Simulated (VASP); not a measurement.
Band structure of Au3Ir (ordered alloy cell). Level of theory: PBEsol GGA, VASP's PBE PAW potentials (set 64) (plane waves; VASP 6.6.1).

Unless said otherwise, spin-orbit coupling is left out, though it shifts the bands of the heavy elements here.

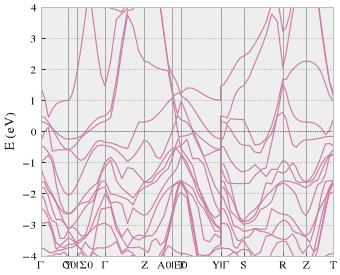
Figure. Bands along high-symmetry lines, zero at the valence-band maximum or, without a gap, the Fermi level

Question: Read the plot: is there a gap, and where are the band edges?

Answer: It has no gap at this level: it comes out as a metal or semimetal. (Edges off the drawn lines would not show.)

The structure was generated: Au3Ir was put into an ordered model structure (Cmmm), which need not be its known phase. It was relaxed first.
